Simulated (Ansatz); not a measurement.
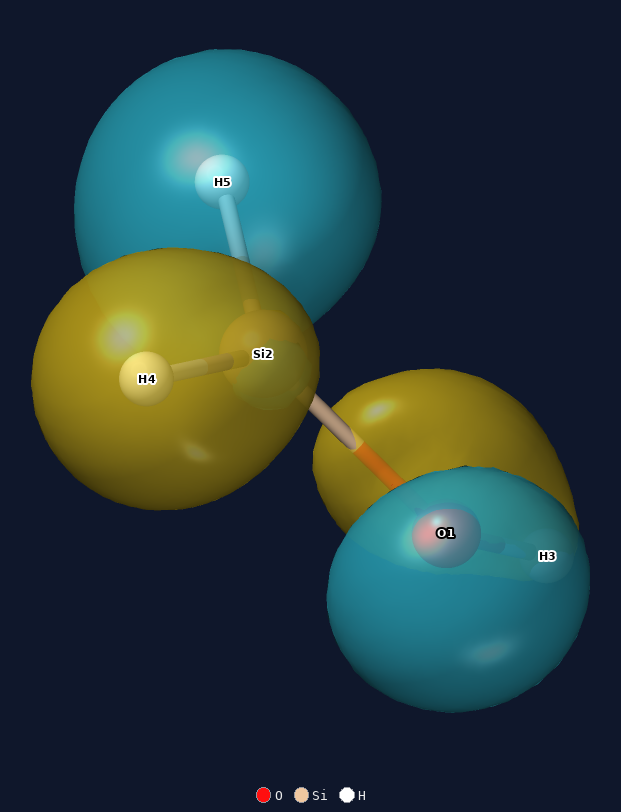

The picture shows: H3OSi (charge +1). The HOMO at ±0.15 Å⁻³ᐟ² (yellow and cyan are the two phases), seen at an oblique angle.

Geometry: PBE0-D3(BJ)/def2-SVP.

The calculation used isolated molecule in a Gaussian basis; Kohn-Sham density functional theory, functional PBE0 (Ansatz).

```xyz
5

O     1.0485    0.3659   -0.4240
Si   -0.3447   -0.1453    0.1307
H     1.9302   -0.0383   -0.4031
H    -1.4537    0.7887   -0.1134
H    -0.4508   -1.4467    0.8188
```

**Where does this orbital lie, and at what energy?**

It lies mainly on O1 (about 35 %), Si2 (about 25 %), H5 (about 20 %) and H4 (about 15 %); it is symmetric in the molecular plane (an in-plane orbital: σ, lone-pair or in-plane π type). Its energy is −16.71 eV.
